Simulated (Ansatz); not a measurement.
C₂H₅In···H₂

The calculation's input:

```
crystal:
  periodic: [false, false, false]
  atoms:
    - {symbol: In, position_ang: [-0.104360, 0.401083, 0.500719]}
    - {symbol: H, position_ang: [-0.890847, -0.846899, -2.018921]}
    - {symbol: C, position_ang: [-0.361731, 2.158974, -0.366833]}
    - {symbol: H, position_ang: [-0.517117, -0.214076, -2.172926]}
    - {symbol: C, position_ang: [0.726998, -1.443949, 1.131561]}
    - {symbol: H, position_ang: [-1.164549, 2.204459, -1.101395]}
    - {symbol: H, position_ang: [-0.318039, 3.032527, 0.281257]}
    - {symbol: H, position_ang: [-0.063588, -2.163724, 1.342203]}
    - {symbol: H, position_ang: [1.305568, -1.284333, 2.043289]}
    - {symbol: H, position_ang: [1.387465, -1.843963, 0.361149]}
basis:
  gaussian: {orbitals: def2-TZVPP}
hamiltonian: {xc: pbe0, dispersion: d4}
output: {orbitals: {seedname: orbitals}}
```

Launched as:

```sh
ansatz run in.yaml --threads 4 --pin off --events-out ev --progress --plain --max-ram 9574MiB
```

The product side of a reaction path; geometry: PBE0-D4/def2-TZVP; core potentials replace the inner electrons of In.

These are results of Ansatz 0.2.0, RKS PBE0-D4/def2-TZVPP, not measurements.

Q: Predict the electron density and electron localisation function between the atoms.

A: C–In (1.98 Å): ρ is about 0.93 e/Å³ halfway; the ELF peaks at about 0.80 in the valence shell of C, 0.7 Å from its nucleus, and drops to about 0.25 between the two atoms.
C–In (2.12 Å): ρ at the midpoint is about 0.73 e/Å³; the ELF peaks at about 0.90 in the valence shell of C, 0.7 Å from its nucleus, and drops to about 0.20 between the two atoms.

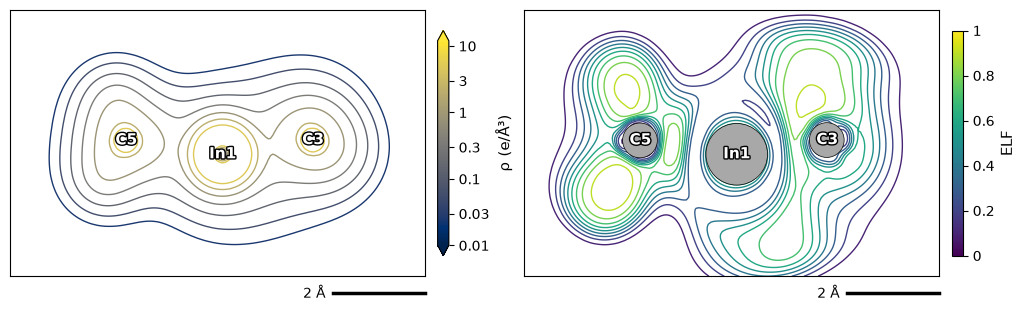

Computed electron density and electron localisation function on the plane of atoms C3, In1 and C5, in this order. Grey discs cover the atomic cores in the ELF map. 
